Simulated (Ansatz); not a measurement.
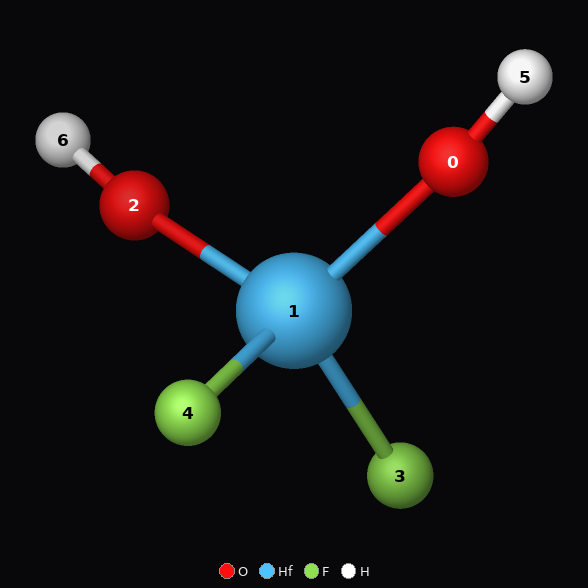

The structure as it stands in the input. Atoms are numbered from 0, in the order of the input.

The calculation was set up as follows.

```yaml
crystal:
  periodic: [false, false, false]
  atoms:
    - {symbol: O, position_ang: [-1.192224, 0.667447, 0.748972]}
    - {symbol: Hf, position_ang: [-0.031219, 0.066267, -0.426241]}
    - {symbol: O, position_ang: [1.272067, -0.836161, 0.333749]}
    - {symbol: F, position_ang: [-0.863635, -0.980598, -1.573115]}
    - {symbol: F, position_ang: [0.651836, 1.429193, -1.309434]}
    - {symbol: H, position_ang: [-1.703108, 0.917486, 1.413479]}
    - {symbol: H, position_ang: [1.866272, -1.263635, 0.812580]}
basis:
  gaussian: {orbitals: def2-mTZVPP}
hamiltonian: {xc: {name: B97}}
accuracy: high
output: {forces: true}
```

It was started with:

```sh
ansatz run in.yaml --threads 4 --pin off --events-out ev --progress --plain --max-ram 10444MiB
```

What the program printed:

```
Functional definition: B97
  name "B97"
  cite "Becke, J. Chem. Phys. 107, 8554 (1997) doi:10.1063/1.475007"
  parameter cx = 0.1943
  parameter cx0 = 0.8094
  parameter cx1 = 0.5073
  parameter cx2 = 0.7481
  parameter css0 = 0.1737
  parameter css1 = 2.3487
  parameter css2 = -2.4868
  parameter cos0 = 0.9454
  parameter cos1 = 0.7471
  parameter cos2 = -4.5961
  exchange = spin_sum(e_x_unif_s*poly(b97_u_x, cx0, cx1, cx2)) + cx*exact_x
  correlation = spin_sum(e_c_pw_same_spin*poly(b97_u_same, css0, css1, css2))
      + integral(e_c_pw_opposite_spin*poly(b97_u_opposite, cos0, cos1, cos2))
2753 factors; integrals over basis functions are off by at most 6.8e-8 eV
mean field evaluation 1: about -10859.4202 eV, gradient 9.9e1 eV
mean field evaluation 2: about -10831.1926 eV, gradient 1.6e2 eV
mean field evaluation 4: about -10873.3025 eV, gradient 5.6e0 eV
mean field evaluation 8: about -10873.4321 eV, gradient 5.8e-1 eV
mean field evaluation 16: about -10873.4326 eV, gradient 9.2e-5 eV
mean field -10873.43257739 eV, -399.5912769418 hartree, gradient 1.2e-8 eV, S^2 0.000000; 0 other end points of the search recorded, 0 dependent functions left out
the calculation of the forces begins
reference -10873.43257971 eV, -399.5912770271 hartree; 24, 24 occupied and 118, 118 virtual orbitals, 2753 factors
Total energy: -10873.43257971 eV, -399.5912770271 hartree
Atom 0 at    -1.192224     0.667447     0.748972 Å, force    -1.804862     1.020790     0.953960 eV/Å
Atom 1 at    -0.031219     0.066267    -0.426241 Å, force    -0.060683     0.128305    -0.823929 eV/Å
Atom 2 at     1.272067    -0.836161     0.333749 Å, force     1.903641    -1.223381     0.325745 eV/Å
Atom 3 at    -0.863635    -0.980598    -1.573115 Å, force    -3.355018    -4.231212    -4.582304 eV/Å
Atom 4 at     0.651836     1.429193    -1.309434 Å, force     2.759357     5.492231    -3.518330 eV/Å
Atom 5 at    -1.703108     0.917486     1.413479 Å, force    -3.457196     1.696154     4.450218 eV/Å
Atom 6 at     1.866272    -1.263635     0.812580 Å, force     4.014762    -2.882887     3.194640 eV/Å
Dipole moment:     0.044915    -0.095438     0.614357 e Å
```

The run converged.
